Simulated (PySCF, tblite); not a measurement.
# C6H12OSi: geometry, infrared bands and NMR shifts

Wanted: the infrared bands and NMR shifts of C6H12OSi (`C=C[C@@](C)(C=O)C[SiH3]`), by calculation.

Programs: tblite 0.8.0 and PySCF 2.14.0, with density-fitted response routines of our own. Each step states its level of theory. These are calculated values for one molecule in the gas phase, unless marked as measured. Atoms count from 0, in the outputs and in this text.

### Step 1. The molecule as given

20 atoms, charge 0, multiplicity 1; geometry from: force field or distance geometry start.

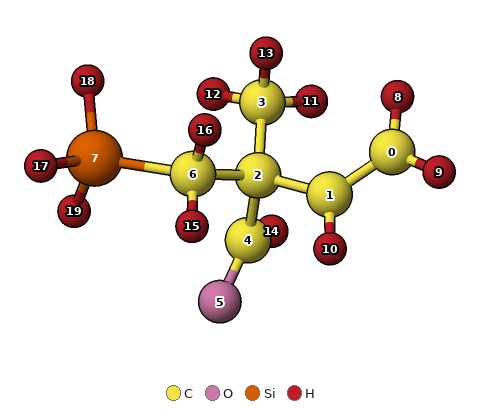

The starting geometry (carbon yellow, oxygen pink, silicon orange, hydrogen red), atoms numbered.

### Step 2. Relaxing the molecule with GFN2-xTB

Job settings and geometry (Å):

```
{"job": {"kind": "relax", "xc": "GFN2-xTB", "basis": "xTB"}, "charge": 0, "multiplicity": 1}
C      2.719500    -0.526900     0.387000
C      1.603400    -0.623900    -0.377400
C      0.291900     0.112800    -0.203900
C      0.321000     1.203700     0.881200
C      0.074900     0.810300    -1.550900
O     -0.407300     0.265600    -2.552800
C     -0.818300    -0.940900     0.054000
Si    -2.600100    -0.391800     0.204700
H      2.785900     0.130600     1.248400
H      3.585300    -1.122900     0.163100
H      1.642700    -1.333700    -1.205400
H      1.162100     1.879400     0.750800
H     -0.582500     1.823400     0.886400
H      0.414500     0.751100     1.884900
H      0.445400     1.858400    -1.624400
H     -0.800500    -1.695800    -0.730000
H     -0.574900    -1.481900     0.985500
H     -3.500300    -1.581100     0.329500
H     -2.758200     0.445500     1.422600
H     -3.009600     0.428800    -0.956300
```

Command:

```bash
> OMP_NUM_THREADS=1 python probes_run.py task.json out
```

One launch serves the whole session: the jobs run in the order shown.

What it wrote:

```text
step      E/eV     max force
  0    -672.02170    2.842
  1    -672.07306    3.706
  2    -672.16501    0.544
  3    -672.17673    0.503
  4    -672.19399    0.322
  5    -672.20501    0.333
  6    -672.21443    0.230
  7    -672.21982    0.131
  8    -672.22230    0.088
  9    -672.22361    0.074
 10    -672.22449    0.067
 11    -672.22535    0.065
 12    -672.22649    0.094
 13    -672.22789    0.104
 14    -672.22914    0.071
 15    -672.22994    0.055
 16    -672.23046    0.059
 17    -672.23093    0.066
 18    -672.23136    0.056
 19    -672.23171    0.040
 20    -672.23204    0.044
 21    -672.23246    0.058
 22    -672.23296    0.078
 23    -672.23346    0.067
 24    -672.23391    0.048
 25    -672.23439    0.052
 26    -672.23499    0.061
 27    -672.23563    0.074
 28    -672.23617    0.051
 29    -672.23658    0.049
 30    -672.23698    0.050
 31    -672.23744    0.054
 32    -672.23787    0.047
 33    -672.23820    0.038
 34    -672.23849    0.040
 35    -672.23883    0.044
 36    -672.23926    0.054
 37    -672.23972    0.053
 38    -672.24015    0.045
 39    -672.24053    0.046
 40    -672.24088    0.046
 41    -672.24118    0.055
 42    -672.24144    0.090
 43    -672.24174    0.056
 44    -672.24213    0.036
 45    -672.24233    0.038
 46    -672.24258    0.038
 47    -672.24285    0.050
 48    -672.24330    0.058
 49    -672.24382    0.065
 50    -672.24423    0.043
 51    -672.24445    0.028
 52    -672.24459    0.034
 53    -672.24476    0.032
 54    -672.24498    0.054
 55    -672.24534    0.068
 56    -672.24563    0.052
 57    -672.24591    0.040
 58    -672.24611    0.035
 59    -672.24625    0.035
 60    -672.24635    0.033
 61    -672.24644    0.023
 62    -672.24650    0.017
 63    -672.24656    0.017
 64    -672.24662    0.028
 65    -672.24668    0.023
 66    -672.24675    0.021
 67    -672.24682    0.019
 68    -672.24689    0.024
 69    -672.24698    0.026
 70    -672.24710    0.027
 71    -672.24722    0.025
 72    -672.24731    0.026
 73    -672.24737    0.018
 74    -672.24741    0.015
 75    -672.24745    0.013
 76    -672.24748    0.019
 77    -672.24751    0.020
 78    -672.24753    0.015
 79    -672.24756    0.014
 80    -672.24760    0.017
 81    -672.24765    0.023
 82    -672.24771    0.024
 83    -672.24776    0.014
 84    -672.24781    0.015
 85    -672.24785    0.023
 86    -672.24791    0.029
 87    -672.24799    0.044
 88    -672.24810    0.031
 89    -672.24821    0.027
 90    -672.24829    0.021
 91    -672.24838    0.026
 92    -672.24847    0.028
 93    -672.24858    0.019
 94    -672.24865    0.016
 95    -672.24871    0.020
 96    -672.24876    0.020
 97    -672.24882    0.016
 98    -672.24887    0.015
 99    -672.24892    0.016
100    -672.24897    0.018
101    -672.24902    0.019
102    -672.24908    0.018
103    -672.24914    0.013
104    -672.24919    0.010
105    -672.24922    0.009
```

It took 1.4 s on 1 thread of Arm Neoverse N1, shared host; peak memory 0.18 GiB.

Step by step: (not every step is listed)

| step | energy from step 0 (eV) | largest force (eV/Å) |
| --- | --- | --- |
| 0 | 0.0000 | 2.8419 |
| 1 | -0.0514 | 3.7060 |
| 2 | -0.1433 | 0.5436 |
| 3 | -0.1550 | 0.5029 |
| 4 | -0.1723 | 0.3223 |
| 5 | -0.1833 | 0.3327 |
| 6 | -0.1927 | 0.2304 |
| 7 | -0.1981 | 0.1305 |
| 8 | -0.2006 | 0.0884 |
| 17 | -0.2092 | 0.0662 |
| 26 | -0.2133 | 0.0611 |
| 35 | -0.2171 | 0.0441 |
| 44 | -0.2204 | 0.0357 |
| 53 | -0.2231 | 0.0321 |
| 62 | -0.2248 | 0.0168 |
| 71 | -0.2255 | 0.0253 |
| 80 | -0.2259 | 0.0169 |
| 89 | -0.2265 | 0.0272 |
| 98 | -0.2272 | 0.0151 |
| 100 | -0.2273 | 0.0184 |
| 101 | -0.2273 | 0.0194 |
| 102 | -0.2274 | 0.0175 |
| 103 | -0.2274 | 0.0131 |
| 104 | -0.2275 | 0.0103 |
| 105 | -0.2275 | 0.0094 |

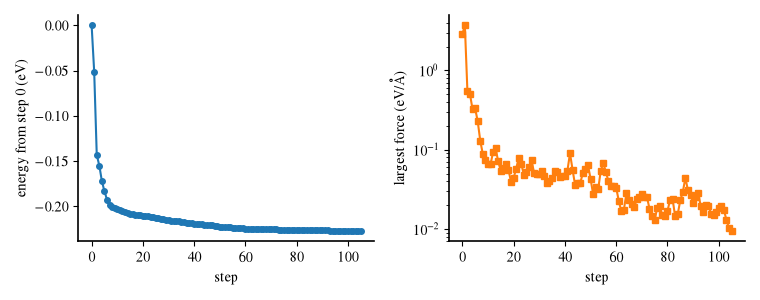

Energy and largest force along the relaxation.

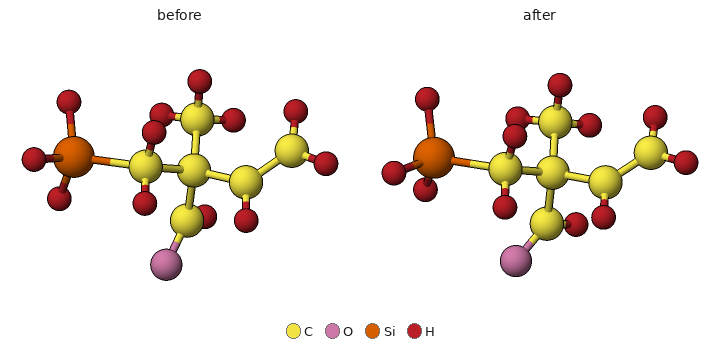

Before and after, at one scale.

Close pairs (by a distance rule), those that changed most:

| bond | before (Å) | after (Å) | change (Å) |
| --- | --- | --- | --- |
| C4–O5 | 1.238 | 1.198 | -0.040 |
| C0–C1 | 1.356 | 1.320 | -0.036 |
| C6–Si7 | 1.871 | 1.906 | +0.036 |
| Si7–H17 | 1.497 | 1.463 | -0.034 |
| C2–C6 | 1.552 | 1.532 | -0.020 |
| Si7–H19 | 1.480 | 1.460 | -0.020 |
| C2–C4 | 1.532 | 1.513 | -0.019 |
| C3–H13 | 1.105 | 1.087 | -0.018 |

The next job starts from the end point, and lists it.

### Step 3. Harmonic vibrations with GFN2-xTB

Job settings and geometry (Å):

```
{"job": {"kind": "ir", "xc": "GFN2-xTB", "basis": "xTB"}, "charge": 0, "multiplicity": 1}
C      2.701270    -0.402494     0.367517
C      1.603948    -0.644220    -0.325202
C      0.274534     0.070527    -0.201018
C      0.286178     1.161611     0.866659
C      0.087243     0.709458    -1.559444
O     -0.650073     0.320746    -2.420358
C     -0.809626    -0.982000     0.053494
Si    -2.588430    -0.317571     0.221904
H      2.767297     0.367723     1.115811
H      3.591362    -0.990581     0.219140
H      1.598790    -1.440574    -1.059175
H      1.081416     1.879389     0.677107
H     -0.662036     1.693680     0.865415
H      0.433669     0.720631     1.849475
H      0.746118     1.586809    -1.720945
H     -0.787907    -1.692765    -0.774647
H     -0.539812    -1.541918     0.951375
H     -3.500168    -1.444219     0.023168
H     -2.772099     0.207219     1.581371
H     -2.866825     0.749227    -0.734681
```

What it wrote:

```text
mode    cm-1     km/mol
  1      44.7      1.20
  2      59.0      7.24
  3      93.5      0.69
  4      99.1      0.36
  5     167.3      1.48
  6     243.1      0.23
  7     258.1      5.65
  8     272.3      1.34
  9     302.7      2.74
 10     346.9      2.02
 11     364.9      2.79
 12     442.7      6.80
 13     520.8     29.02
 14     541.3     34.71
 15     617.9     11.39
 16     631.1      5.07
 17     745.5     25.34
 18     771.8     41.89
 19     795.1    218.54
 20     801.3    285.25
 21     804.6    299.12
 22     831.5     57.23
 23     888.9     12.55
 24     902.4     12.40
 25     924.6     13.53
 26     976.5      7.19
 27    1020.8      9.83
 28    1027.5     15.01
 29    1090.9      1.44
 30    1136.2     10.55
 31    1211.9     19.47
 32    1241.3      2.54
 33    1279.1      6.89
 34    1313.3      6.48
 35    1379.3     25.85
 36    1400.3      5.58
 37    1412.4      1.21
 38    1469.8      0.36
 39    1495.4      3.17
 40    1502.6      6.41
 41    1700.1     23.18
 42    1784.0    284.26
 43    2222.0    321.21
 44    2271.3    315.43
 45    2300.7    257.53
 46    2745.1    135.76
 47    2970.4     37.31
 48    2987.6     21.80
 49    3029.6     32.24
 50    3037.2     23.65
 51    3042.5     15.18
 52    3050.6     31.23
 53    3108.7     18.80
 54    3134.8     34.28
```

Run time: 1.3 s. Hardware: 1 thread of Arm Neoverse N1, shared host; peak memory 0.18 GiB.

The strongest bands and the atoms that carry them (share of the mass-weighted mode):

| cm⁻¹ | km/mol | atoms |
| --- | --- | --- |
| 795 | 218.5 | C6 21 %, H17 16 %, H16 15 %, Si7 11 % |
| 801 | 285.2 | H19 45 %, H18 40 % |
| 805 | 299.1 | H18 48 %, H17 35 % |
| 1784 | 284.3 | C4 59 %, O5 39 % |
| 2222 | 321.2 | H18 96 % |
| 2271 | 315.4 | H17 97 % |
| 2301 | 257.5 | H19 97 % |
| 2745 | 135.8 | H14 94 % |

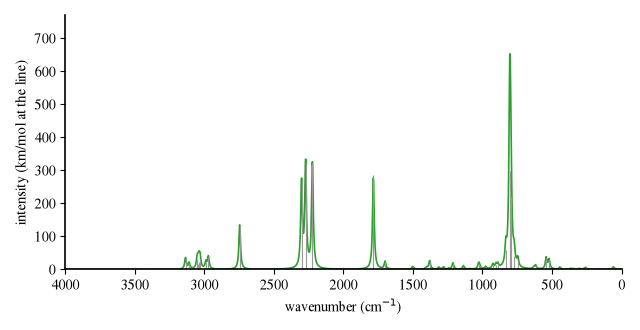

The infrared spectrum from these modes, unscaled. Lines are broadened to a width of 14 cm⁻¹ (Lorentzian).

### Step 4. Nuclear shieldings: PBE0/pcSseg-1

The job, as its differences from that of step 3:

```diff
@@ -1,2 +1,2 @@
-{"job": {"kind": "ir", "xc": "GFN2-xTB", "basis": "xTB"}, "charge": 0, "multiplicity": 1}
+{"job": {"kind": "nmr", "xc": "PBE0", "basis": "pcSseg-1"}, "charge": 0, "multiplicity": 1}
 C      2.701270    -0.402494     0.367517
```

Method: GIAO PBE0/pcSseg-1 NMR shielding, non-relativistic, gas phase.

What it wrote:

```text
coarse grid: 16672 points
cycle   1  E = -599.8037168840  dE =  8.715e-01  |g| = 7.932e-01  |ddm| = 3.938e+00
cycle   2  E = -599.4596998982  dE =  3.440e-01  |g| = 1.558e+00  |ddm| = 2.115e+00
cycle   3  E = -599.9275755718  dE = -4.679e-01  |g| = 1.834e-01  |ddm| = 1.634e+00
cycle   4  E = -599.9350157928  dE = -7.440e-03  |g| = 6.105e-02  |ddm| = 2.227e-01
cycle   5  E = -599.9358445038  dE = -8.287e-04  |g| = 1.892e-02  |ddm| = 7.842e-02
cycle   6  E = -599.9359231724  dE = -7.867e-05  |g| = 6.000e-03  |ddm| = 2.007e-02
cycle   7  E = -599.9359310978  dE = -7.925e-06  |g| = 1.969e-03  |ddm| = 5.626e-03
final grid: 154848 points
cycle   8  E = -599.9955610009  dE = -4.402e-05  |g| = 1.391e-02  |ddm| = 4.512e-02
cycle   9  E = -599.9954708549  dE =  9.015e-05  |g| = 2.572e-02  |ddm| = 3.275e-02
cycle  10  E = -599.9956001121  dE = -1.293e-04  |g| = 3.012e-03  |ddm| = 2.227e-02
cycle  11  E = -599.9956020183  dE = -1.906e-06  |g| = 3.612e-04  |ddm| = 2.311e-03
cycle  12  E = -599.9956020419  dE = -2.365e-08  |g| = 1.890e-04  |ddm| = 5.078e-04
cycle  13  E = -599.9956020504  dE = -8.414e-09  |g| = 5.885e-05  |ddm| = 2.180e-04
cycle  14  E = -599.9956020512  dE = -8.174e-10  |g| = 1.592e-05  |ddm| = 6.592e-05
converged SCF energy = -599.9956020512

GIAO shielding tensors (ppm)
atom      isotropic    diamagn.    paramagn.     s11        s22        s33       span
  0 C       64.799     255.111    -190.312    -47.214     69.619    171.993    219.207
  1 C       35.856     255.975    -220.119    -81.006     49.096    139.477    220.483
  2 C      132.360     250.642    -118.281    101.569    137.376    158.135     56.566
  3 C      169.324     249.282     -79.958    158.158    169.773    180.041     21.882
  4 C      -19.936     251.046    -270.982   -115.774    -24.114     80.082    195.855
  5 O     -338.441     401.093    -739.533   -940.399   -435.111    360.188   1300.587
  6 C      170.219     252.249     -82.030    158.573    163.799    188.284     29.711
  7 Si     426.323     880.185    -453.862    399.472    414.885    464.611     65.140
  8 H       26.197      32.875      -6.678     22.642     24.626     31.323      8.681
  9 H       26.122      28.635      -2.513     23.703     24.835     29.828      6.125
 10 H       25.961      32.927      -6.966     23.808     24.036     30.038      6.231
 11 H       30.187      32.554      -2.368     25.653     28.244     36.664     11.011
 12 H       30.581      32.194      -1.613     25.051     30.632     36.060     11.009
 13 H       30.562      32.721      -2.159     27.219     28.405     36.063      8.844
 14 H       22.329      30.462      -8.133     19.744     20.841     26.402      6.659
 15 H       30.178      33.328      -3.150     25.739     28.502     36.293     10.554
 16 H       31.193      32.931      -1.738     26.793     30.356     36.430      9.637
 17 H       27.895      28.768      -0.873     24.361     25.404     33.921      9.560
 18 H       27.969      29.587      -1.617     24.080     26.737     33.091      9.011
 19 H       28.015      29.735      -1.720     24.472     27.305     32.267      7.795
```

Run time: 86 s. Hardware: 1 thread of Arm Neoverse N1, shared host; peak memory 1 GiB.

Shifts follow as δ = σ(reference) − σ, with reference shieldings (ppm) from runs at the same level and on the same kind of geometry: 1H TMS 31.72, 13C TMS 186.9, 29Si TMS 349.2, 17O H2O 336.1. The references are single molecules in the gas phase, so shifts against H2O, NH3, PH3, H3PO4 or CFCl3 are not on the usual liquid scales and can be off by tens of ppm. Atoms listed in one row are averaged.

| atoms | environment | σ (ppm) | δ (ppm) | δ scaled to CDCl3 |
| --- | --- | --- | --- | --- |
| C4 | aldehyde carbonyl carbon | -19.9 | 206.9 | 200.0 |
| C1 | alkene CH | 35.9 | 151.1 | 145.5 |
| C0 | terminal =CH2 carbon | 64.8 | 122.1 | 117.3 |
| C2 | quaternary sp3 carbon α to a carbonyl | 132.4 | 54.6 | 51.3 |
| C3 | methyl carbon | 169.3 | 17.6 | 15.3 |
| C6 | sp3 CH2 bonded to Si | 170.2 | 16.7 | 14.4 |
| H14 | hydrogen on an aldehyde carbonyl carbon | 22.33 | 9.39 | 8.96 |
| H10 | hydrogen on an alkene CH | 25.96 | 5.76 | 5.53 |
| H9 | hydrogen on a terminal =CH2 carbon | 26.12 | 5.59 | 5.38 |
| H8 | hydrogen on a terminal =CH2 carbon | 26.20 | 5.52 | 5.31 |
| H17, H18, H19 | hydrogen on a silicon bonded to C | 27.96 | 3.76 | – |
| H15 | hydrogen on an sp3 CH2 bonded to Si | 30.18 | 1.54 | 1.56 |
| H11, H12, H13 | hydrogen on a methyl carbon | 30.44 | 1.27 | 1.31 |
| H16 | hydrogen on an sp3 CH2 bonded to Si | 31.19 | 0.52 | 0.60 |
| O5 | aldehyde oxygen | -338.4 | 674.5 | – |
| Si7 | silicon bonded to C, 3 H | 426.3 | -77.2 | – |

The scaled column applies a straight-line fit of computed shieldings to shifts measured in CDCl3 (root-mean-square error 0.16 ppm for H, 1.9 ppm for C).

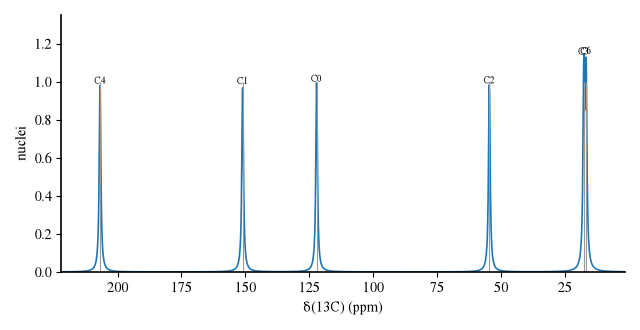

13C lines at the computed shifts, without couplings. Lines are broadened to a width of 0.76 ppm (Lorentzian).

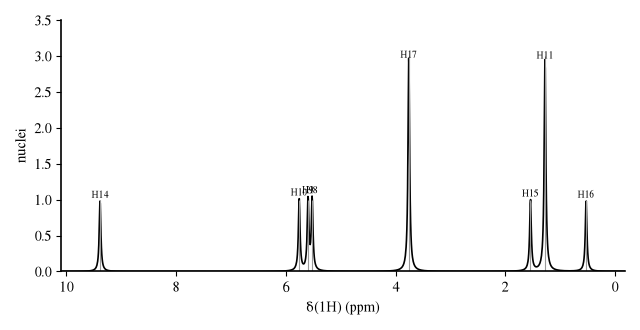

1H lines at the computed shifts, without couplings. Lines are broadened to a width of 0.04 ppm (Lorentzian).

The run also stored atomic charges by several schemes (e):

| atoms | Mulliken | IAO | Hirshfeld | ESP fit |
| --- | --- | --- | --- | --- |
| C0 | -0.12 | -0.32 | -0.10 | -0.40 |
| C1 | -0.10 | -0.13 | -0.03 | -0.34 |
| C2 | -0.64 | -0.01 | 0.01 | 0.53 |
| C3 | -0.15 | -0.42 | -0.11 | -0.55 |
| C4 | 0.38 | 0.27 | 0.14 | 0.30 |
| O5 | -0.34 | -0.38 | -0.20 | -0.43 |
| C6 | -0.39 | -0.53 | -0.16 | -0.37 |
| Si7 | 0.48 | 0.59 | 0.30 | 0.36 |

IAO charges:

C0 -0.32; C1 -0.13; C2 -0.01; C3 -0.42; C4 0.27; O5 -0.38; C6 -0.53; Si7 0.59; H8 0.15; H9 0.16; H10 0.15; H11 0.14; H12 0.14; H13 0.15; H14 0.10; H15 0.15; H16 0.15; H17 -0.11; H18 -0.13; H19 -0.11

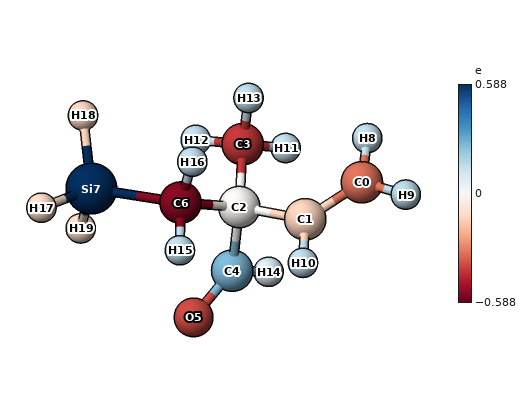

IAO charges, as colours on the atoms.

Mayer bond orders: C0–C1 1.99, C1–C2 0.97, C2–C3 1.03, C2–C4 0.89, C4–O5 2.03, C2–C6 1.00, C6–Si7 0.90.

Orbitals, density, ELF and potential are computed afterwards from the orbital file.

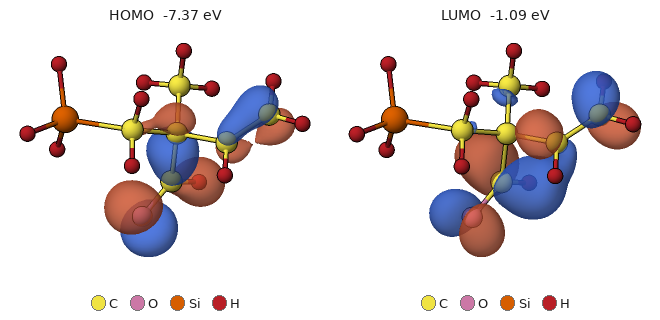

PBE0/pcSseg-1 orbitals near the gap, drawn at the value that encloses 70 % of each; the two colours are the two signs.

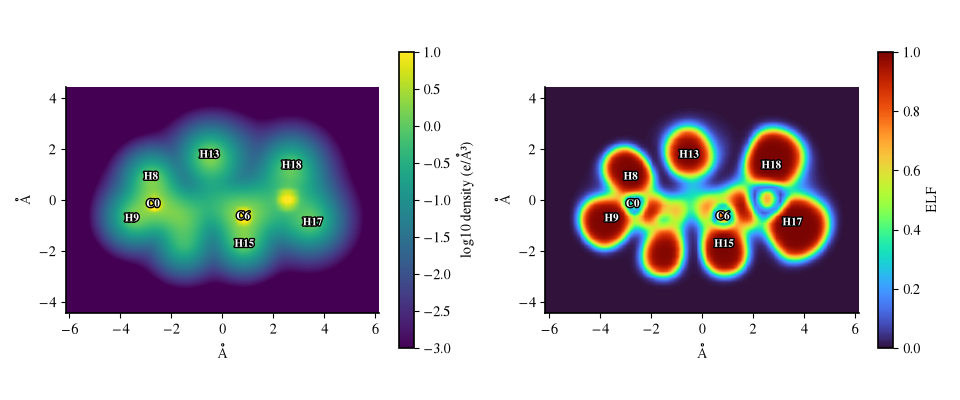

Density (left) and ELF (right) in a plane through or near 8 of the atoms.

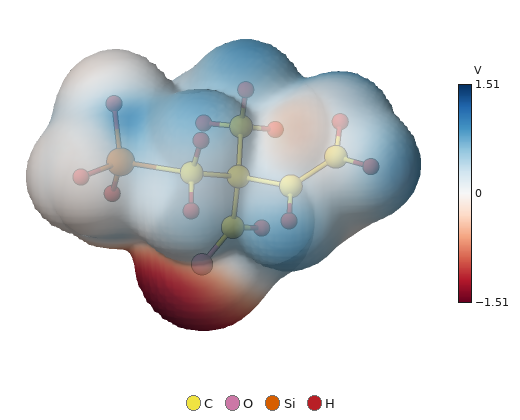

Electrostatic potential on the surface of density 0.002 e/bohr³; red is low, blue high. It runs from -1.51 V near O5 to 0.96 V near H8.

### Step 5. Outcome

| quantity | value |
| --- | --- |
| strongest single infrared mode (GFN2-xTB) | 2222 cm⁻¹, 321 km/mol |
| zero-point energy (GFN2-xTB) | 98.4 kcal/mol |
| 13C shifts against TMS (PBE0/pcSseg-1) | 206.9, 151.1, 122.1, 54.6, 17.6, 16.7 ppm |
| 1H shifts against TMS (PBE0/pcSseg-1, means over atoms taken as alike) | 9.39, 5.76, 5.59, 5.52, 3.76, 1.54, 1.27, 0.52 ppm |
| 17O shifts against H2O (PBE0/pcSseg-1) | 674.5 ppm |
| 29Si shifts against TMS (PBE0/pcSseg-1) | -77.2 ppm |
| surface potential, least and greatest | -1.51 V and 0.96 V |

In words: Over 105 steps the energy fell by 0.228 eV; of the close pairs, C4–O5 changed most, 1.238 to 1.198 Å. No mode is imaginary among the 54: a minimum at this level. The strongest single mode, at 2222 cm⁻¹, moves mainly H18. Unscaled tight-binding wavenumbers are off by several per cent, some by more. Its intensities can rank the bands wrongly. The most deshielded carbon is C4 (aldehyde carbonyl carbon), at 206.9 ppm: the double bond to the heteroatom, with no lone-pair donor beside it, deshields it most. H14 (hydrogen on an aldehyde carbonyl carbon) lies farthest downfield among hydrogen, at 9.39 ppm; deshielded by the polar, anisotropic C=O bond. At PBE0/pcSseg-1: The largest span, 1301 ppm, is at O5, where the paramagnetic term is -740 ppm. At PBE0/pcSseg-1, counted by nearest atom on the grid, the HOMO lies on O5 48 %; H14 12 %, the LUMO on C4 30 %; O5 24 %.
